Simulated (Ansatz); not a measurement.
## Electronic structure of FH3Si···SiH4 in real space

| atom | x (Å) | y (Å) | z (Å) |
| --- | --- | --- | --- |
| Si | 0.6912 | -0.0291 | -0.2500 |
| F | 1.0090 | 0.0212 | 1.3437 |
| H | 1.9781 | 0.0954 | -0.9887 |
| H | -0.2108 | 1.1063 | -0.5915 |
| H | 0.0363 | -1.3287 | -0.5639 |
| Si | -3.1239 | 0.0272 | 1.4130 |
| H | -3.2187 | -0.8612 | 0.2160 |
| H | -4.0753 | -0.4471 | 2.4606 |
| H | -3.4688 | 1.4245 | 1.0170 |
| H | -1.7297 | -0.0085 | 1.9447 |

All numbers below come from RKS PBE0/def2-SVP in Ansatz 0.2.0.

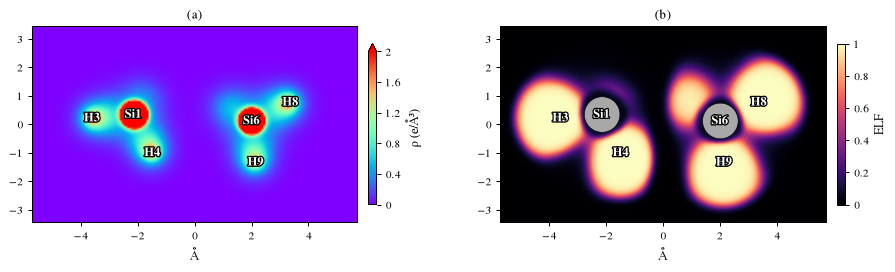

Figure 1. (a) electron density; (b) electron localisation function on the plane of atoms H3, Si1 and H4. Grey discs cover the atomic cores in the ELF map.

What do the fields say about this system?

Answer.
- The plane passes through Si and H nuclei.
- Si1···Si6 (4.16 Å): the density falls to about 0.02 e/Å³ on the way; the ELF dips to about 0 between them; a non-bonded, intermolecular contact.
- Si–H (1.49 Å): ρ at the midpoint is about 0.79 e/Å³; the ELF climbs to about 1 towards the hydrogen, as it does in any bond to H.

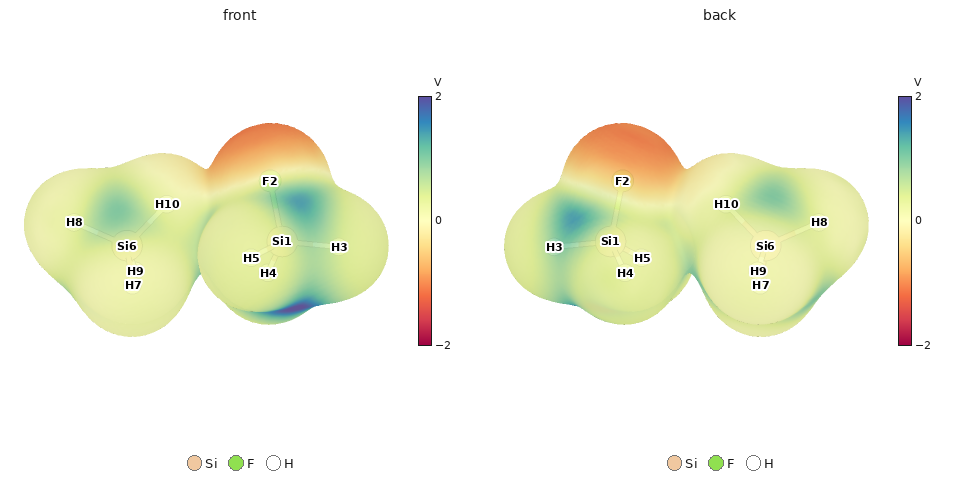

Figure 2. The molecular electrostatic potential painted on the density surface at 0.002 e/bohr³, seen from the front and from behind; the colour scale runs from red (negative) to blue (positive).

Describe the electrostatic potential map.

Answer. The most negative region (about −1.1 V, or −25 kcal/mol for a unit charge) lies over F2, the most positive (about +1.9 V, or +44 kcal/mol for a unit charge) over Si1.

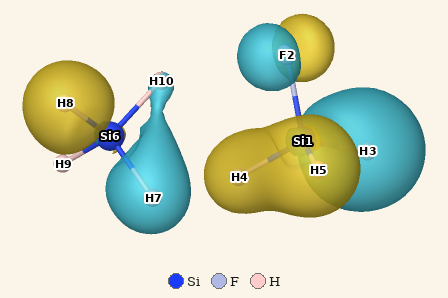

Figure 3. The HOMO at ±0.1 Å⁻³ᐟ² (yellow and cyan are the two phases), seen at a tilt.

Describe this orbital and give its energy.

Answer. Its weight (Hirshfeld) is mainly on Si1 (about 25 %), H3 (about 25 %), F2 (about 10 %), Si6 (about 10 %), H5 (about 10 %) and H8 (about 5 %). Its energy is −9.67 eV.
